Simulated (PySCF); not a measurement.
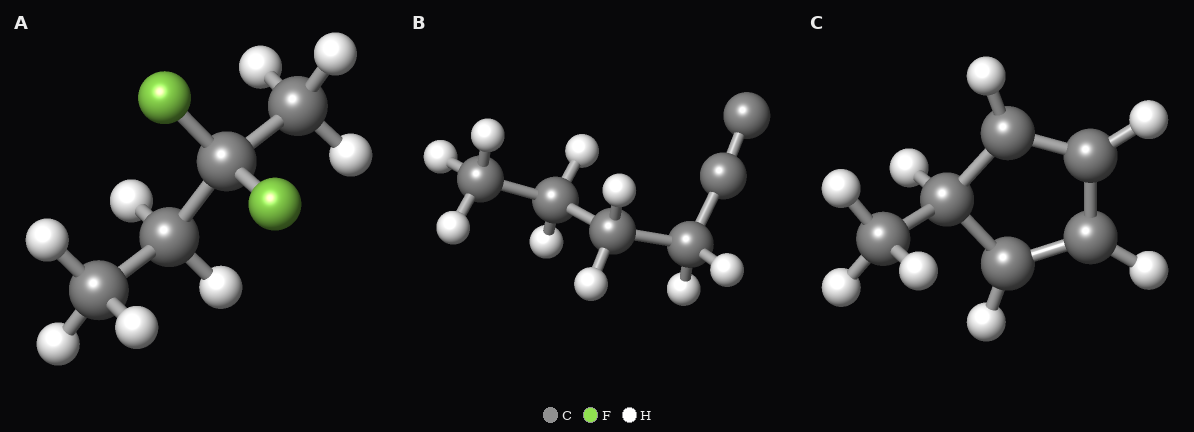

(Drawn from a calculation with PySCF.)

```xyz
14
charge 0, multiplicity 1
C     1.7708   -0.2090    0.1324
C     0.3135   -0.0200    0.5541
C    -0.3766    1.1512   -0.0827
C    -1.5101    0.7337   -0.6836
C    -1.6453   -0.7133   -0.5014
C    -0.5923   -1.1667    0.2099
H     2.3768    0.6689    0.4031
H     2.2128   -1.0886    0.6244
H     1.8409   -0.3526   -0.9562
H     0.2852    0.1218    1.6547
H     0.0056    2.1727   -0.0433
H    -2.2236    1.3610   -1.2213
H    -2.4726   -1.3138   -0.8844
H    -0.4002   -2.1986    0.5085
```

Which panel shows the molecule in this file?

C. The file holds C6H8, `CC1C=CC=C1`.
